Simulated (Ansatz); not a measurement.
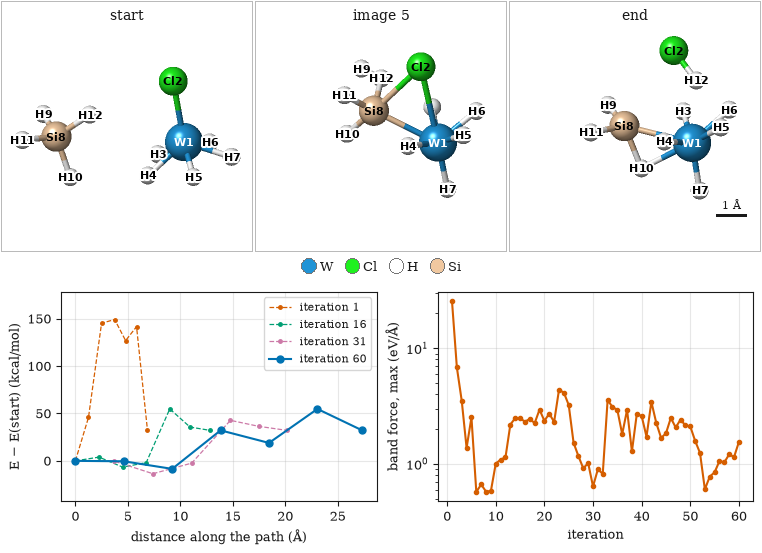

A nudged-elastic-band calculation for WSiH₉Cl, made up at the start of WH5Cl and SiH4. Images are numbered from 0 (start) to 6 (end). The plot follows the band through its iterations. The picture is a ball-and-stick view, seen at a tilt.

Computed with Ansatz 0.2.0, RKS PBE0-D4/def2-SVP. Set-up: 5 movable images; climbing image; force threshold 0.05 eV/Å; iteration limit 60; starting path through a guess of the saddle point.

How did the profile develop, and is the result final?

The result isn't final. The band hadn't converged when the run stopped after 60 iterations. The largest component of the band force went from 25 to 1.6 eV/Å. The barrier read from it is provisional: over the last two iterations the highest image moved from 62.2 kcal/mol to 54.8 kcal/mol. The first iteration put the highest image at 149.2 kcal/mol. Relative to the start the highest point is image 5 at +54.8 kcal/mol and the end lies at +32.2 kcal/mol, but the profile dips to −8.5 kcal/mol at image 2 on the way, so there may be more than one step; on an unconverged band the side maxima are provisional.

Limits of the set-up: the start holds two separate molecules, 2.9 Å apart at their closest, whose relative position is a soft coordinate.
